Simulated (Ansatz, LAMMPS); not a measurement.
# Relaxing amorphous HfO2 at 7.31 g/cm^3 (78 atoms), part 3 of 4

How does amorphous HfO2 at 7.31 g/cm^3 (78 atoms) relax, and what do bonds, charges and levels look like afterwards?

Ansatz 0.2.0; Kohn-Sham DFT, PBE, PAW (set soft_2), plane waves.

The cell: 26 Hf and 52 O. The quench rate of 50 K/ps far exceeds what a furnace or splat quench reaches. The starting topology of bonds comes from the classical model. Only the Γ point is sampled in the main run, in a cell whose shortest periodic width is 11 Å. Spin–orbit coupling is left out.

So far. Step 4 (Relaxation): The relaxation changed the energy by -40.0 meV/atom, and atoms moved by 0.26 Å r.m.s., 1.0 Å at most.

### 6. Single point at the relaxed geometry

One more single point at the end of the walk gives the fuller output and checks the residual forces.

input.yaml reads:

```yaml
crystal:
  lattice:
    - [10.7525, 0.0, 0.0]
    - [0.0, 10.7525, 0.0]
    - [0.0, 0.0, 10.7525]
  atoms:
    - { symbol: Hf, position: [0.4838, 0.60378, 0.96021] }
    - { symbol: Hf, position: [0.73301, 0.15214, 0.0802] }
    - { symbol: Hf, position: [0.84623, 0.76711, 0.46725] }
    - { symbol: Hf, position: [0.24966, 0.83877, 0.80184] }
    - { symbol: Hf, position: [0.10041, 0.64287, 0.27876] }
    - { symbol: Hf, position: [0.31236, 0.8068, 0.13456] }
    - { symbol: Hf, position: [0.96414, 0.25597, 0.30703] }
    - { symbol: Hf, position: [0.1006, 0.61568, 0.63977] }
    - { symbol: Hf, position: [0.74091, 0.25311, 0.59736] }
    - { symbol: Hf, position: [0.57243, 0.64359, 0.30114] }
    - { symbol: Hf, position: [0.77713, 0.4959, 0.12651] }
    - { symbol: Hf, position: [0.26052, 0.42012, 0.41581] }
    - { symbol: Hf, position: [0.21681, 0.37566, 0.06972] }
    - { symbol: Hf, position: [0.59251, 0.30696, 0.36129] }
    - { symbol: Hf, position: [0.01401, 0.64758, 0.98734] }
    - { symbol: Hf, position: [0.95406, 0.93937, 0.19772] }
    - { symbol: Hf, position: [0.71558, 0.82545, 0.04486] }
    - { symbol: Hf, position: [0.47565, 0.52363, 0.60683] }
    - { symbol: Hf, position: [0.9327, 0.37637, 0.85844] }
    - { symbol: Hf, position: [0.0903, 0.25802, 0.64455] }
    - { symbol: Hf, position: [0.62486, 0.34919, 0.86183] }
    - { symbol: Hf, position: [0.4322, 0.10793, 0.6411] }
    - { symbol: Hf, position: [0.63611, 0.98725, 0.36687] }
    - { symbol: Hf, position: [0.44621, 0.07914, 0.97318] }
    - { symbol: Hf, position: [0.10268, 0.10243, 0.00053] }
    - { symbol: Hf, position: [0.37185, 0.78703, 0.48438] }
    - { symbol: O, position: [0.95083, 0.07903, 0.31983] }
    - { symbol: O, position: [0.08535, 0.24602, 0.15343] }
    - { symbol: O, position: [0.91977, 0.19321, 0.62625] }
    - { symbol: O, position: [0.77315, 0.38106, 0.73706] }
    - { symbol: O, position: [0.75934, 0.92602, 0.48634] }
    - { symbol: O, position: [0.39857, 0.96666, 0.106] }
    - { symbol: O, position: [0.47116, 0.70647, 0.6198] }
    - { symbol: O, position: [0.26704, 0.18736, 0.63844] }
    - { symbol: O, position: [0.22494, 0.76877, 0.62066] }
    - { symbol: O, position: [0.42549, 0.58487, 0.41344] }
    - { symbol: O, position: [0.79134, 0.27697, 0.94458] }
    - { symbol: O, position: [0.34371, 0.75462, 0.93515] }
    - { symbol: O, position: [0.28044, 0.19107, 0.00324] }
    - { symbol: O, position: [0.59936, 0.39356, 0.53588] }
    - { symbol: O, position: [0.12641, 0.57602, 0.45318] }
    - { symbol: O, position: [0.86441, 0.53405, 0.94938] }
    - { symbol: O, position: [0.59526, 0.13689, 0.49691] }
    - { symbol: O, position: [0.35869, 0.46976, 0.01068] }
    - { symbol: O, position: [0.4554, 0.68398, 0.14443] }
    - { symbol: O, position: [0.90221, 0.80196, 0.0312] }
    - { symbol: O, position: [0.40268, 0.00601, 0.80196] }
    - { symbol: O, position: [0.94333, 0.69658, 0.60603] }
    - { symbol: O, position: [0.83072, 0.3168, 0.18075] }
    - { symbol: O, position: [0.79549, 0.28983, 0.42326] }
    - { symbol: O, position: [0.51, 0.49342, 0.79166] }
    - { symbol: O, position: [0.71234, 0.6569, 0.42765] }
    - { symbol: O, position: [0.29717, 0.47007, 0.59925] }
    - { symbol: O, position: [0.12563, 0.96073, 0.13027] }
    - { symbol: O, position: [0.14984, 0.96852, 0.87339] }
    - { symbol: O, position: [0.63223, 0.15108, 0.24978] }
    - { symbol: O, position: [0.62763, 0.48069, 0.0055] }
    - { symbol: O, position: [0.20316, 0.47259, 0.24039] }
    - { symbol: O, position: [0.10312, 0.30685, 0.44831] }
    - { symbol: O, position: [0.05223, 0.22726, 0.84813] }
    - { symbol: O, position: [0.97247, 0.78729, 0.32603] }
    - { symbol: O, position: [0.56126, 0.22674, 0.99819] }
    - { symbol: O, position: [0.90913, 0.07048, 0.05728] }
    - { symbol: O, position: [0.52431, 0.83294, 0.3563] }
    - { symbol: O, position: [0.40484, 0.31565, 0.36947] }
    - { symbol: O, position: [0.63028, 0.46208, 0.26208] }
    - { symbol: O, position: [0.10903, 0.6947, 0.82457] }
    - { symbol: O, position: [0.15374, 0.70007, 0.10246] }
    - { symbol: O, position: [0.25732, 0.76988, 0.31604] }
    - { symbol: O, position: [0.04149, 0.43542, 0.69839] }
    - { symbol: O, position: [0.64015, 0.00173, 0.00201] }
    - { symbol: O, position: [0.70911, 0.67489, 0.165] }
    - { symbol: O, position: [0.95431, 0.56936, 0.17881] }
    - { symbol: O, position: [0.08607, 0.45744, 0.96719] }
    - { symbol: O, position: [0.61603, 0.73536, 0.92647] }
    - { symbol: O, position: [0.40109, 0.96201, 0.53485] }
    - { symbol: O, position: [0.75031, 0.93043, 0.21902] }
    - { symbol: O, position: [0.57528, 0.21325, 0.73116] }
kpoints:
  mp_grid: { grid: [1, 1, 1] }
hamiltonian:
  xc: pbe
scf:
  occupations: { method: fermi_dirac, width: 0.025 }
output:
  forces: true
  stress: true
  populations: true
  dos:
    method: { smearing: { sigma: 0.08 } }
    de: 0.05
    projected: { site_lists: { Hf: [Hf], O: [O] } }
  eigenvalues: true
  write_density: true
  write_potential: true
  volumetric_format: npy
```

The run is started by

```console
$ ansatz run input.yaml --threads 4 --pin off --max-ram 8192MiB --backend cpu --events-out ev --progress --plain --runs-dir out
```

Numbers of over 12 decimals in the logs are rounded to 6 here.

Log:

```text
[...]
Crystal: 78 atoms, lattice volume = 1243.164 Å³
Basis set: ecut = 420 eV, 24207 PW (Γ), exchange–correlation on 144×144×144 points (8 copies of the dense FFT grid, shifted against one another)
Bands: 593, of which v1, the nominal top of the filled ones, is band 494 counted from 1 (493 counted from 0)
Symmetry: 1 space group operations
[...]
k-points: 1
[...]
SCF iter   1: F=—  HF=-438387.019457 eV  |F-HF|=—  |Δ(HF+E_count)|=         —  Δρ=3.98e-3  dr2=2.01e-1  ethr=1.77e-3  ⟨swp⟩=5.0  Hψ=1855  notcnv=0  defer=68
[...]
SCF iter  11: F=-438387.013930 eV  HF=-438387.013930 eV  |F-HF|=4.62e-8  |Δ(HF+E_count)|=   1.88e-7  Δρ=2.25e-6  dr2=7.41e-8  ethr=1.01e-11  ⟨swp⟩=14.0  Hψ=5019  notcnv=0
SCF 1 converged in 11 iterations: F = -438387.013930 eV  dr2 = 7.41e-8
[...]
WARN: The input density's exchange-correlation potential varies sharply where the density is thin. Do not read a vacuum level from v_tot or v_xc, or from such a field of the output density. On a cell that repeats whose density bears no net charge and no dipole along the vacuum's axis use v_es (v_loc + v_h of the components); [...]
SCF converged after 11 iterations
Free energy (F): -438387.013930 eV
[...]
Internal energy: -438387.013930 eV  (E = F + TS)
E sigma→0 (E₀):  -438387.013930 eV
Fermi energy:    10.451140 eV
[...]
--- Forces (eV/Å), atoms counted from 1 ---
  atom   1  Hf    -0.00270091    -0.00388301    -0.00229298
  atom   2  Hf     0.00044515     0.00066633    -0.00298325
  atom   3  Hf     0.00038969    -0.00691798    -0.00304971
  atom   4  Hf     0.00917948    -0.00149560    -0.00472361
  atom   5  Hf     0.00303517     0.00813125    -0.00521637
  atom   6  Hf     0.00455400     0.00194479     0.00708361
  atom   7  Hf     0.01380304    -0.00266122     0.00539593
  atom   8  Hf     0.01049733     0.00169158    -0.00175679
  atom   9  Hf     0.00790629    -0.00733772     0.01102121
  atom  10  Hf    -0.00193551    -0.00451859    -0.00658260
  atom  11  Hf    -0.00307995    -0.00630462    -0.00248324
  atom  12  Hf    -0.01461864    -0.00913939    -0.00010204
  atom  13  Hf     0.00570358    -0.00656581    -0.00393117
  atom  14  Hf    -0.00429549     0.00671658    -0.00093913
[...]
atom  77  O      0.00201088    -0.00306461     0.00276073
  atom  78  O     -0.00272659     0.00244913    -0.00289858
  max |Σ_I F_I| component: 2.04e-4 eV/Å
--- Stress (GPa, compression-positive) ---
       -6.703265       0.154457       1.226837
        0.154457      -4.493451      -0.596139
        1.226837      -0.596139      -3.114381
  P = ⅓ Tr σ = -4.7704 GPa (-47.704 kbar)
--- Band table (eV) ---
[...]
--- Löwdin populations: 78 sites ---
  site symbol       q [e]
     0     Hf     24.4924
     1     Hf     24.5251
     2     Hf     24.5092
[...]
77      O      6.7463
  spilling = 0.002771 (of n_electrons = 988.000000)
```

Wall time 73 s (4 threads of Arm Neoverse N1, shared host); peak memory 2 GiB; 4.7 min of CPU time.

The program notes that the exchange-correlation potential is rough where the density is thin.

The run gave:

| Item | Value |
| --- | --- |
| free energy | -438387.0139 eV |
| free energy per atom | -5620.3463 eV/atom |
| SCF cycles | 11 |
| pressure | -4.77 GPa |
| r.m.s. force component | 0.00548 eV/Å |
| longest force | 0.01806 eV/Å |
| Fermi energy | 10.45 eV |
| gap (highest filled to lowest empty level) | 3.955 eV |
| spilling of the projection | 0.002771 |

Löwdin charges by element and coordination (they lack the spilled electrons, 0.035 e an atom on average):

| element | coordination | atoms | mean charge (e) | spread | least | most |
| --- | --- | --- | --- | --- | --- | --- |
| Hf | all | 26 | 1.47 | 0.0272 | 1.42 | 1.52 |
| Hf | 4 | 1 | 1.49 | 0 | 1.49 | 1.49 |
| Hf | 5 | 9 | 1.49 | 0.024 | 1.44 | 1.52 |
| Hf | 6 | 15 | 1.46 | 0.0254 | 1.42 | 1.51 |
| Hf | 7 | 1 | 1.47 | 0 | 1.47 | 1.47 |
| O | all | 52 | -0.684 | 0.0319 | -0.748 | -0.598 |
| O | 2 | 13 | -0.650 | 0.0232 | -0.687 | -0.598 |
| O | 3 | 36 | -0.692 | 0.0236 | -0.748 | -0.643 |
| O | 4 | 3 | -0.736 | 0.0062 | -0.743 | -0.728 |

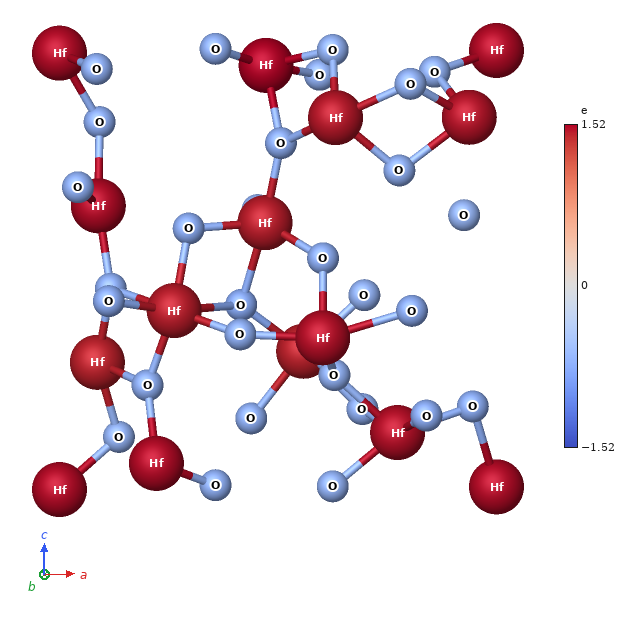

Atoms coloured by Löwdin charge. Drawn is a slice 5 Å thick, seen along the normal of the ac plane. Bonds to atoms that aren't drawn are left out.

Density of states as counts of states in windows of 1 eV (from the Fermi level), total and the larger projections:

| from (eV) | to (eV) | total | O p | Hf d | O s | Hf f |
| --- | --- | --- | --- | --- | --- | --- |
| -18 | -17 | 41.1 | 0.1 | 4.0 | 34.5 | 0.3 |
| -17 | -16 | 2.0 | 0.0 | 0.1 | 1.7 | 0.0 |
| -16 | -13 | 0.0 | 0.0 | 0.0 | 0.0 | 0.0 |
| -13 | -12 | 347.8 | 1.0 | 0.2 | 0.5 | 346.0 |
| -12 | -11 | 16.2 | 0.1 | 0.0 | 0.1 | 16.1 |
| -11 | -7 | 0.0 | 0.0 | 0.0 | 0.0 | 0.0 |
| -7 | -6 | 23.9 | 16.6 | 5.1 | 0.2 | 0.1 |
| -6 | -5 | 73.6 | 52.8 | 17.0 | 0.5 | 0.2 |
| -5 | -4 | 69.0 | 54.0 | 11.9 | 0.6 | 0.2 |
| -4 | -3 | 77.6 | 67.5 | 7.3 | 0.6 | 0.3 |
| -3 | -2 | 64.5 | 59.7 | 3.3 | 0.3 | 0.2 |
| -2 | -1 | 3.3 | 3.1 | 0.1 | 0.0 | 0.0 |
| -1 | 1 | 0.0 | 0.0 | 0.0 | 0.0 | 0.0 |
| 1 | 2 | 1.1 | 0.0 | 0.4 | 0.1 | 0.0 |
| 2 | 3 | 37.7 | 3.5 | 30.5 | 0.7 | 0.0 |
| 3 | 4 | 64.9 | 8.0 | 49.8 | 1.4 | 0.0 |
| 4 | 5 | 57.6 | 9.4 | 38.5 | 2.0 | 0.0 |

Between -26 and -18 eV lie 61 more states.

About 208 of the 988 electrons lie in deeper levels, below the stored range.

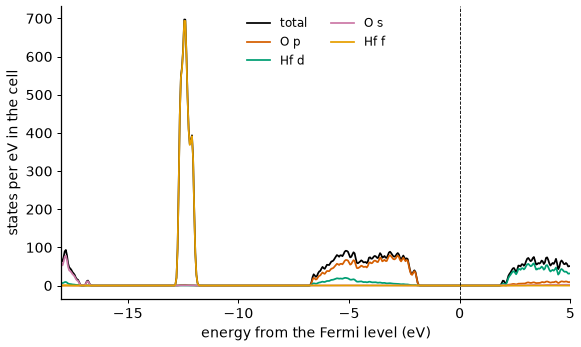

Total and projected density of states, with the broadening of the input.

The levels nearest the highest filled one (over half full), pooled over k-points and spins:

| level less the highest filled one (eV) | occupation |
| --- | --- |
| -0.265 | 2 |
| -0.215 | 2 |
| -0.118 | 2 |
| -0.0895 | 2 |
| -0.0235 | 2 |
| 0 | 2 |
| 3.95 | 0 |
| 4.17 | 0 |
| 4.23 | 0 |
| 4.30 | 0 |
| 4.34 | 0 |
| 4.39 | 0 |

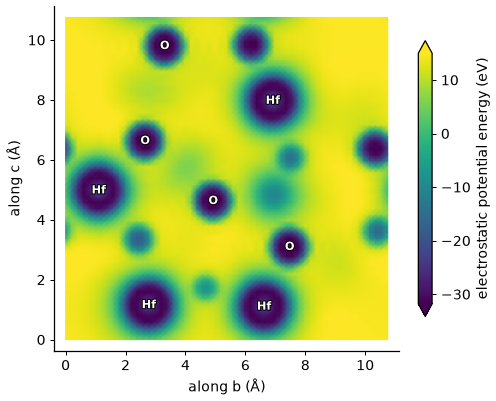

Electrostatic potential energy in the bc plane at fractional x = 0.100, with atoms of Hf and O within 0.2 Å of it. With pseudopotentials it is smooth inside the atoms' cores, unlike the true potential. The map starts off the cell's origin, so that atoms lie inside it.

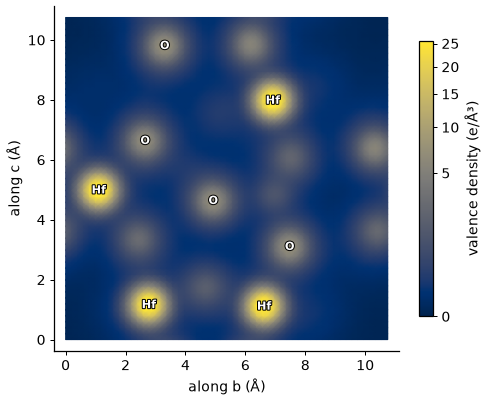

Valence density in the bc plane at fractional x = 0.100, with atoms of Hf and O within 0.2 Å of it. It is the smooth field of the valence electrons, not physical close to the nuclei. The map starts off the cell's origin, so that atoms lie inside it. The colour scale is stretched toward low values.

Mean Löwdin charges: Hf +1.47, O -0.68 e. The largest share in the top eV of filled states is O p (94 % of the projected weight), and in the lowest eV of empty states Hf d (82 % of the projected weight).

The surroundings of Hf2, which has 7 bonded neighbours where the commonest count for Hf is 6, nearest first, numbered as they follow in the input and with coordinates relative to it.

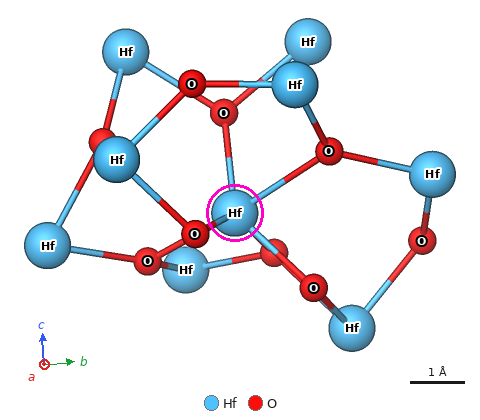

The atoms of the table, within 3.8 Å (arrows a, b, c point along x, y, z); some may hide others; the central atom is ringed.

| atom | x | y | z | distance (Å) | bonds | Löwdin charge (e) |
| --- | --- | --- | --- | --- | --- | --- |
| Hf2 | 0.00 | 0.00 | 0.00 | 0.00 | 7 | 1.47 |
| O71 | -1.00 | -1.62 | -0.84 | 2.08 | 3 | -0.70 |
| O37 | 0.63 | 1.34 | -1.46 | 2.08 | 3 | -0.66 |
| O63 | 1.89 | -0.88 | -0.25 | 2.10 | 3 | -0.69 |
| O56 | -1.08 | -0.01 | 1.82 | 2.12 | 3 | -0.71 |
| O62 | -1.85 | 0.80 | -0.88 | 2.20 | 3 | -0.66 |
| O49 | 1.05 | 1.77 | 1.08 | 2.33 | 3 | -0.71 |
| O77 | 0.19 | -2.38 | 1.49 | 2.82 | 4 | -0.73 |
| Hf21 | -1.16 | 2.12 | -2.35 | 3.37 | 6 | 1.45 |
| Hf24 | -3.08 | -0.78 | -1.15 | 3.38 | 5 | 1.49 |
| Hf16 | 2.38 | -2.29 | 1.26 | 3.53 | 6 | 1.42 |
| Hf17 | -0.19 | -3.51 | -0.38 | 3.54 | 5 | 1.46 |
| O27 | 2.34 | -0.79 | 2.58 | 3.57 | 2 | -0.60 |
| Hf7 | 2.49 | 1.12 | 2.44 | 3.66 | 5 | 1.51 |
| Hf23 | -1.04 | -1.77 | 3.08 | 3.71 | 5 | 1.52 |
| Hf11 | 0.47 | 3.70 | 0.50 | 3.76 | 6 | 1.47 |
| Hf14 | -1.51 | 1.66 | 3.02 | 3.77 | 6 | 1.47 |
| O57 | -1.13 | 3.53 | -0.80 | 3.80 | 3 | -0.66 |

The column of bonds counts only the pairs O-Hf within 2.93 Å; other neighbours, such as metal atoms beside each other in a compound, aren't counted, and periodic images can show an atom twice.

### 7. K-mesh 2×2×2

A denser mesh tests the sampling of the Brillouin zone.

input.yaml: that of step 6 with these lines changed.

```diff
@@ -8,3 +8,3 @@
 kpoints:
-  mp_grid: { grid: [1, 1, 1] }
+  mp_grid: { grid: [2, 2, 2] }
 hamiltonian:
@@ -22,4 +22 @@
   eigenvalues: true
-  write_density: true
-  write_potential: true
-  volumetric_format: npy
```

Log:

```text
[...]
Crystal: 78 atoms, lattice volume = 1243.164 Å³
Basis set: ecut = 420 eV, 24207 PW (Γ), exchange–correlation on 144×144×144 points (8 copies of the dense FFT grid, shifted against one another)
Bands: 593, of which v1, the nominal top of the filled ones, is band 494 counted from 1 (493 counted from 0)
Symmetry: 1 space group operations
[...]
k-points: 8
[...]
SCF iter   1: F=—  HF=-438387.139981 eV  |F-HF|=—  |Δ(HF+E_count)|=         —  Δρ=3.93e-3  dr2=1.95e-1  ethr=1.77e-3  ⟨swp⟩=5.0  Hψ=14905  notcnv=0  defer=499
[...]
SCF iter  10: F=—  HF=-438387.134953 eV  |F-HF|=—  |Δ(HF+E_count)|=   1.28e-7  Δρ=6.90e-6  dr2=5.60e-7  ethr=8.54e-11  ⟨swp⟩=2.0  Hψ=7970  notcnv=0  defer=726
SCF iter  11: F=-438387.134953 eV  HF=-438387.134953 eV  |F-HF|=4.68e-8  |Δ(HF+E_count)|=   1.73e-7  Δρ=2.29e-6  dr2=7.56e-8  ethr=1.01e-11  ⟨swp⟩=10.0  Hψ=24322  notcnv=0
SCF 1 converged in 11 iterations: F = -438387.134953 eV  dr2 = 7.56e-8
[...]
SCF converged after 11 iterations
Free energy (F): -438387.134953 eV
[...]
Internal energy: -438387.134953 eV  (E = F + TS)
E sigma→0 (E₀):  -438387.134953 eV
Fermi energy:    10.480574 eV
[...]
Σ components = -438387.134953   (vs F -438387.134953, Δ=0.00e0)
--- Forces (eV/Å), atoms counted from 1 ---
  atom   1  Hf     0.02138381     0.00339021    -0.00187354
  atom   2  Hf     0.00363559    -0.00456833    -0.05014246
  atom   3  Hf    -0.00676568    -0.00751358     0.00976053
  atom   4  Hf     0.00836390     0.01872450    -0.00293968
[...]
atom  78  O     -0.01328844     0.01222653     0.00044003
  max |Σ_I F_I| component: 2.05e-4 eV/Å
--- Stress (GPa, compression-positive) ---
       -6.698282       0.146569       1.219373
        0.146569      -4.493055      -0.599488
        1.219373      -0.599488      -3.130818
  P = ⅓ Tr σ = -4.7741 GPa (-47.741 kbar)
--- Band table (eV; the first three rows and the last of 8) ---
[...]
--- Löwdin populations: 78 sites ---
  site symbol       q [e]
     0     Hf     24.4939
     1     Hf     24.5254
     2     Hf     24.5095
[...]
77      O      6.7458
  spilling = 0.002774 (of n_electrons = 988.000000)
```

Run time: 13 min. Hardware: 4 threads; peak memory 5.8 GiB; 44 min of CPU time.

The program notes that it cut back its work space to fit the memory limit.

Geometry and reference: those of the single point at the relaxed geometry.

Forces differ from those of the single point at the relaxed geometry by 13 meV/Å r.m.s.; the energy by -1.6 meV/atom and the gap by -0.031 eV. It took 13 min and 11 cycles; the reference's time can't be set against it, since the two runs asked for unlike analyses.

(Continued in part 4 of 4.)

[Logs are printed without paths, hosts, clocks, repeated set-up lines and the standing remarks that a program may print on its own settings, such as how far it seeks lower states.]

[Hosts, paths, dates, database ids (printed as entryN), source tags and the programs' standing remarks are cut or masked in the printed files.]
